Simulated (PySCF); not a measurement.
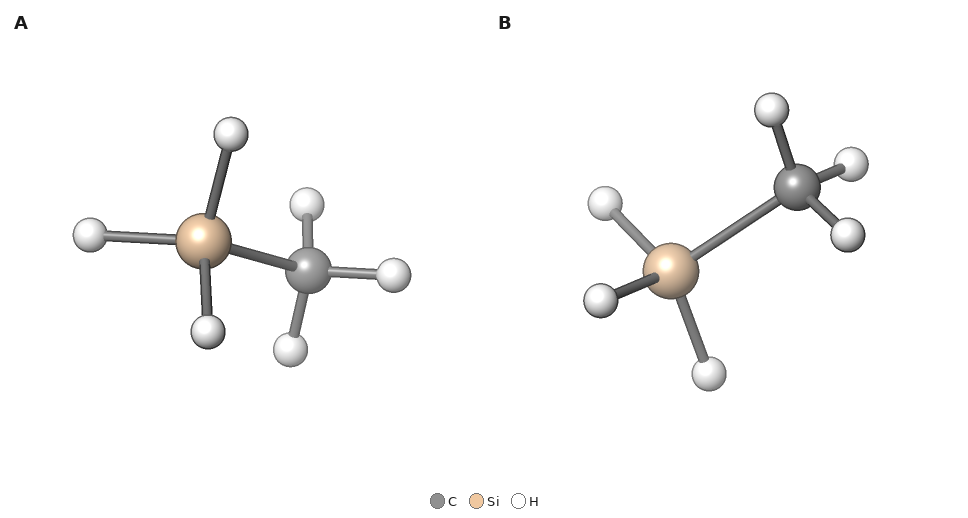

Depth is shown by fading: the farther an atom, the more it takes the colour of the background. The computed structure is the end point of a GFN2-xTB optimisation. No frequency run is at hand to confirm it as a minimum.

> Can A be turned into B by a rotation alone?

Yes. They are the same structure, CH6Si (C[SiH3]), seen from two directions. With point group C3v it is achiral, so its mirror image would be the same too.
